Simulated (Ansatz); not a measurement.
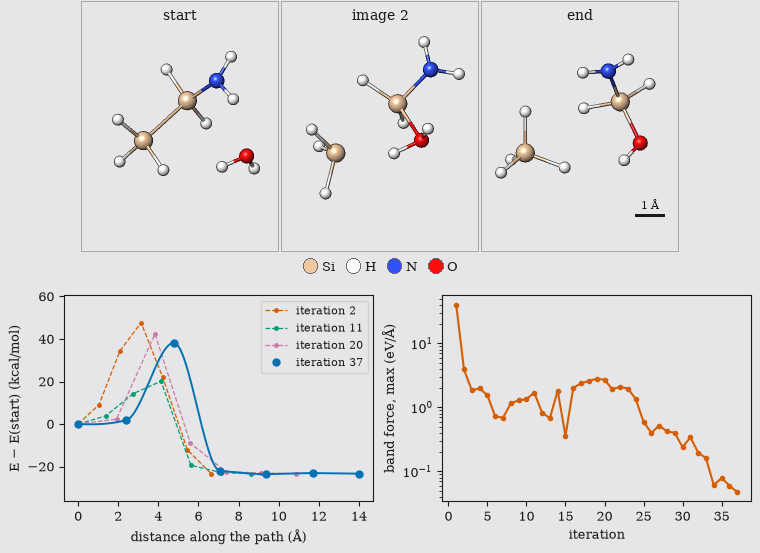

A search for the minimum-energy path of Si₂NH₉O by the nudged elastic band. Images are numbered from 0 (start) to 6 (end). The plot follows the band through its iterations. Style: ball-and-stick. Shown at a tilt.

Method: UKS B3LYP-D4/6-31G* in Ansatz 0.2.0. Run with 5 movable images; climbing image; force threshold 0.05 eV/Å; iteration limit 60; starting path through a guess of the saddle point.

How did the profile develop, and is the result final?

The run is converged, with reservations. The band converged in 37 iterations. The largest component of the band force went from 40 to 0.047 eV/Å. The climbing image converged on the top of the path. Its vibrational analysis gives one imaginary mode (597i cm⁻¹), as a transition state must have. The first iteration put the highest image at 245.1 kcal/mol. Forward barrier 38.2 kcal/mol, backward barrier 61.5 kcal/mol, with image 2 at the top; the reaction energy is −23.3 kcal/mol. Image 4 lies below both ends, at −23.6 kcal/mol, which points to an intermediate minimum that so few images don't resolve.

Cost: 11 min on 2 threads of Arm Neoverse V1, on a shared host, peak memory 0.26 GiB.
